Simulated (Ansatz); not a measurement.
# FHMoO₃: what the fields show

Input

```
crystal:
  periodic: [false, false, false]
  atoms:
    - symbol: F
      position_ang: [1.789586, 0.203634, -0.697969]
    - symbol: Mo
      position_ang: [0.149457, -0.399341, -0.109617]
    - symbol: O
      position_ang: [0.316105, -1.126695, 1.381251]
    - symbol: O
      position_ang: [-0.450617, -1.543113, -1.163028]
    - symbol: O
      position_ang: [-1.056998, 1.004073, 0.007434]
    - symbol: H
      position_ang: [-1.427197, 1.398757, 0.806479]
basis:
  gaussian:
    orbitals: def2-TZVPD
total_charge: 0
hamiltonian:
  xc: {name: PBE0}
output:
  forces: true
  orbitals: {seedname: orbitals}
```

Command:

```sh
ansatz run input.yaml --threads 2 --pin off --max-ram 5220MiB --events-out events.jsonl --progress --plain --runs-dir runs
```

Geometry: PBE0-D4/def2-SVP; core potentials replace the inner electrons of Mo.

Theory: isolated molecule in a Gaussian basis; Kohn-Sham density functional theory, functional PBE0 in Ansatz.

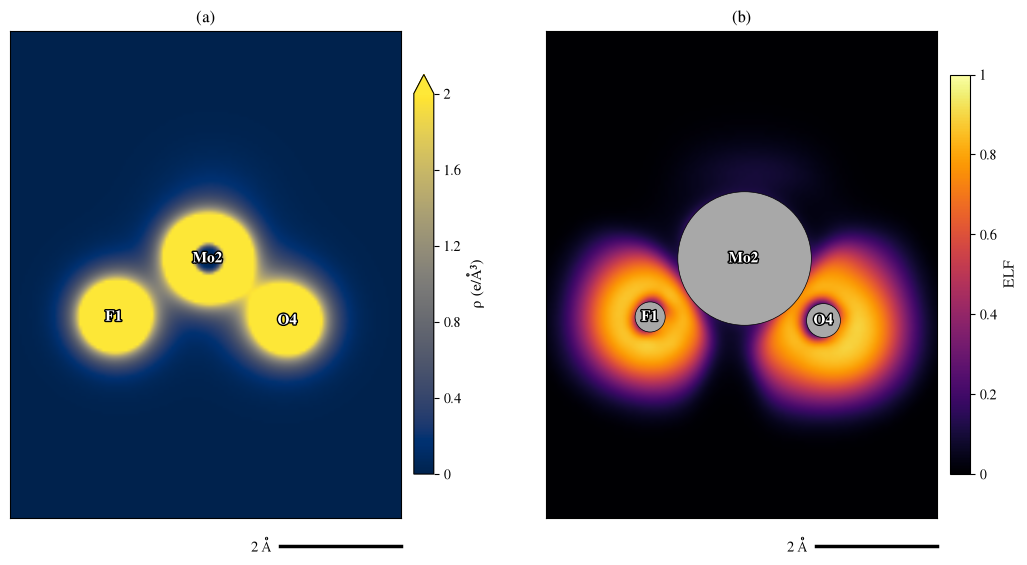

Figure 1. (a) electron density; (b) ELF on the plane of atoms F1, Mo2 and O4. Grey discs cover the atomic cores in the ELF map.

### Describe what can be read from this map.

Atoms in the plane: F, Mo and O.
Mo–O (1.67 Å): ρ at the midpoint is about 2 e/Å³; the ELF peaks at about 0.75 in the valence shell of O, 0.5 Å from its nucleus, and drops to about 0.40 between the two atoms.
Mo–F (1.84 Å): the density is about 1.1 e/Å³ at the midpoint; the ELF peaks at about 0.85 in the valence shell of F, 0.5 Å from its nucleus, and drops to about 0.25 between the two atoms.

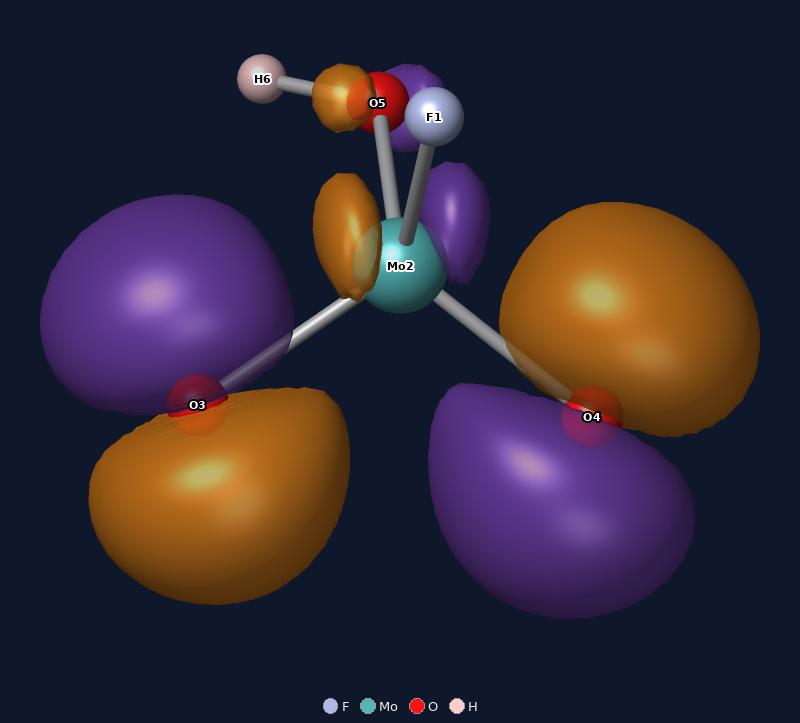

Figure 2. One frontier orbital at ±0.1 Å⁻³ᐟ² (orange and purple are the two phases), seen at an oblique angle.

### Which orbital is it: HOMO or LUMO?

The HOMO, at −9.62 eV. By Hirshfeld shares it lies mainly on O4 (about 45 %) and O3 (about 40 %); largely a combination of lone pairs on O4 and O3.

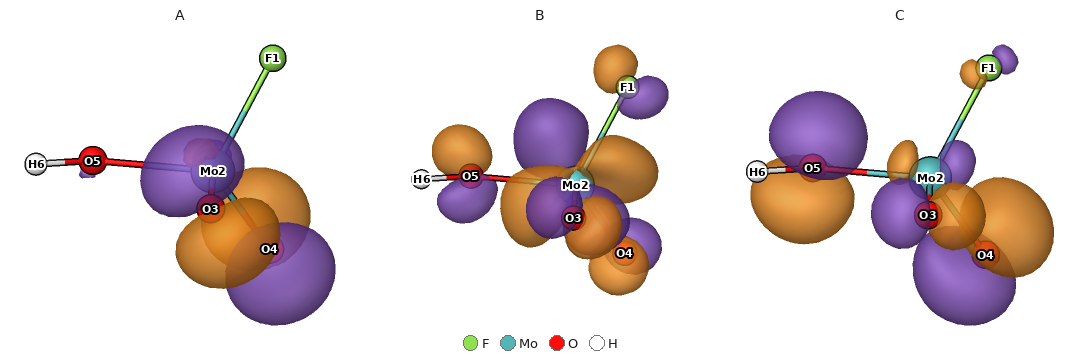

Figure 3. Three frontier orbitals at ±0.15 Å⁻³ᐟ² (orange and purple are the two phases), in no order.

### Which picture is the HOMO−1, the HOMO and the LUMO?

C is the HOMO−1 (−10.21 eV). It lies mainly on O4 (about 40 %), O5 (about 35 %), Mo2 (about 10 %) and O3 (about 10 %); largely a combination of lone pairs on O4, O5 and O3. A is the HOMO (−9.62 eV). By Hirshfeld shares it lies mainly on O4 (about 45 %) and O3 (about 40 %); largely a combination of lone pairs on O4 and O3. B is the LUMO (−2.68 eV). By Hirshfeld shares it lies mainly on Mo2 (about 60 %), O3 (about 10 %), O5 (about 10 %), O4 (about 10 %) and F1 (about 5 %).

### What is the HOMO–LUMO gap?

6.94 eV between the orbital energies.
